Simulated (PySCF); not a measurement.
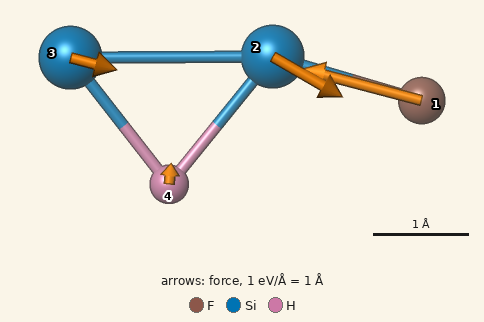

Starting geometry of Si$_{2}$HF with the computed forces as orange arrows. A ball-and-stick model, seen at a tilt.

It is one of the separated reactants of a reaction.

Level of theory: PySCF 2.14.0, RKS PBE0-D4/def2-TZVP, density fitting. 

Q: What follows when this structure is relaxed?

A: It isn't relaxed: the largest force vector, on F1, is 1.31 eV/Å. The final displacements follow the starting forces only in part (cosine between the two patterns 0.72). The atom that moves furthest after the best rigid fit is F1 (0.051 Å). By element the largest moves are F 0.051 Å, H 0.032 Å, Si 0.026 Å. Among the contacts that change: F1–Si2 1.638 → 1.593 Å, Si2–H4 1.731 → 1.698 Å, Si2–Si3 2.129 → 2.103 Å, Si3–H4 1.694 → 1.675 Å. The energy falls by 3.93 kJ/mol in 5 geometry steps.
